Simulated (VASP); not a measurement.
Band structure of BeS (zinc blende). Method: vdW-DF-cx, VASP's PBE PAW potentials (set 64) (plane waves; VASP 6.6.1).

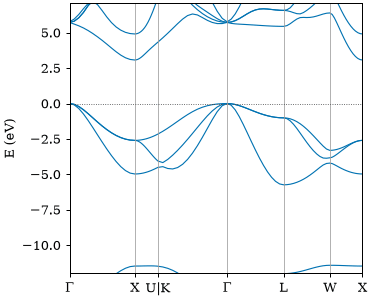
Fig. 1. Bands along high-symmetry lines, zero at the valence-band maximum or, without a gap, the Fermi level

### Question
Read the plot: is there a gap, and where are the band edges?

### Answer
The gap is indirect, 3.07 eV, from the valence maximum at Γ to the conduction minimum at X. (Edges off the drawn lines would not show.)

The compound is BeS in the zinc blende structure. It was relaxed first.
